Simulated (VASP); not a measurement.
Energy against volume of BaHfO$_{3}$ (cubic perovskite). Method: vdW-DF-cx, VASP's PBE PAW potentials (set 64) (plane waves; VASP).

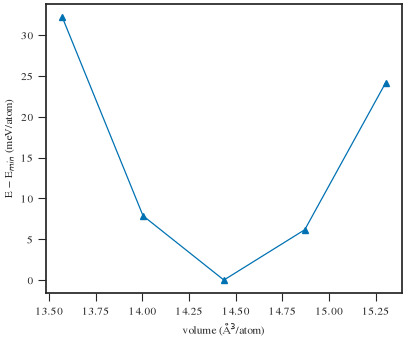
Figure. Energy against volume

Task: Estimate the equilibrium volume and the bulk modulus.

Result: The minimum lies near 14.5 Å³/atom, and the curvature gives B0 of about 170 GPa.

Measured: a 4.171 Å (computed value off by -0.1 %), as given by Zhao et al., (2008), arXiv:0809.3506. The calculation is for a static lattice, while the measured a holds thermal and zero-point effects, which are part of the difference.

The compound is BaHfO3 in the cubic perovskite structure. It was relaxed first.
